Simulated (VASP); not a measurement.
Band structure of CoSi₂ (fluorite). These are optB88-vdW, VASP's PBE PAW potentials (set 64) (plane waves; VASP) values and carry that method's errors.

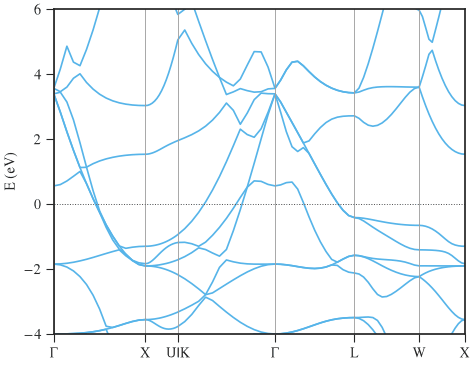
Figure: Bands along high-symmetry lines, zero at the valence-band maximum or, without a gap, the Fermi level

**Question.** Read the plot: is there a gap, and where are the band edges?

**Answer.** It has no gap at this level: it comes out as a metal or semimetal. (Edges off the drawn lines would not show.)

The compound is CoSi2 in the fluorite structure. It was relaxed first. The run is not spin-polarised, so no magnetic state was tried. The electron count is odd and the run is not spin-polarised, which forces a metal.
